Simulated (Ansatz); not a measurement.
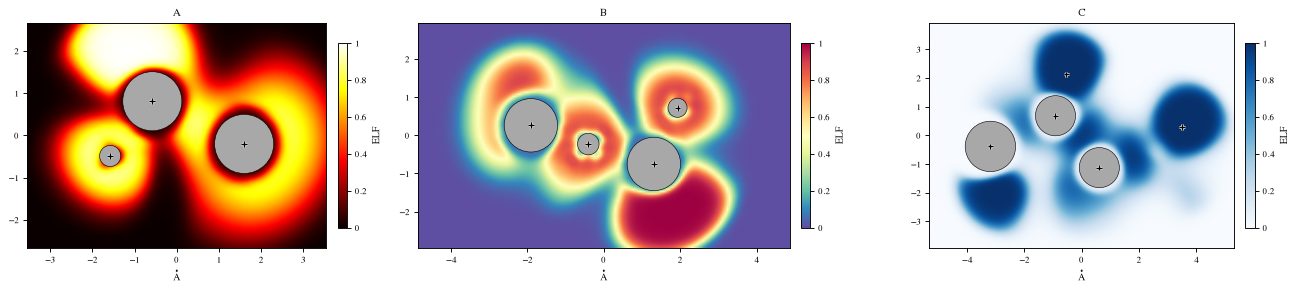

The ELF of 3 systems, each on a plane through atoms (crosses mark nuclei in the plane; grey discs cover the cores).

Method: isolated molecule in a Gaussian basis; Kohn-Sham density functional theory, functional PBE0 in Ansatz.

System 1: AlH8LiSi3, the plane of atoms Li2, Si3 and Si4. Geometry: B3LYP/6-31G*.

```xyz
13

Al    0.9444   -0.0205   -0.8923
Li    2.2576   -1.3633    0.9954
Si    0.2519    0.0297    1.5741
Si   -1.3311   -0.4433   -0.1242
Si   -2.8683    1.3084   -0.3571
H    -0.0044    0.8951    2.7620
H     0.6346   -1.3406    2.1618
H    -2.0139   -1.7701   -0.0360
H     1.5288    1.1393   -1.8042
H     1.9272   -1.3636   -0.7727
H    -3.5714    1.2528   -1.6712
H    -2.1470    2.6114   -0.2841
H    -3.9118    1.3066    0.7087
```

System 2: FSbSi2 (SMILES F[Si][Si]#[Sb]), the plane of atoms F1, Si3 and Si4. Geometry: PBE0-D3(BJ)/def2-SVP; core potentials replace the inner electrons of Sb.

```yaml
atoms:
  - { symbol: F, position_ang: [0.9560, -1.6771, -1.0214] }
  - { symbol: Sb, position_ang: [-0.0680, 2.1557, -0.5828] }
  - { symbol: Si, position_ang: [-0.4785, -1.2349, -0.3728] }
  - { symbol: Si, position_ang: [0.1346, 0.5719, 1.0801] }
```

System 3: FHOSi2 (SMILES F/[Si]=[O+]/[SiH]) (charge +1, doublet), the plane of atoms F1, Si3 and O2. Geometry: B3LYP/6-31G*.

```yaml
atoms:
  - { symbol: F, position_ang: [-2.1104, -1.1158, -1.3634] }
  - { symbol: O, position_ang: [0.2771, -1.0150, -0.5543] }
  - { symbol: Si, position_ang: [-0.6893, -1.4805, -1.9931] }
  - { symbol: Si, position_ang: [1.0986, -0.6070, 0.7335] }
  - { symbol: H, position_ang: [1.7440, -1.7559, 1.4852] }
```

Which map belongs to which system?

Panel A is system 2, FSbSi2: the plane holds F and Si. Si–F (1.64 Å): the ELF peaks at about 0.85 in the valence shell of F, 0.5 Å from its nucleus, and is about 0.50 at the midpoint. Panel B is system 3, FHOSi2: the plane holds F, O and Si. Si–O (1.58 Å): the ELF peaks at about 0.85 between the atoms: a polar covalent bond. Panel C is system 1, AlH8LiSi3: the plane holds Li, Si and H. Si–Si (2.37 Å): the ELF peaks at about 0.95 between the atoms (a shared electron pair).
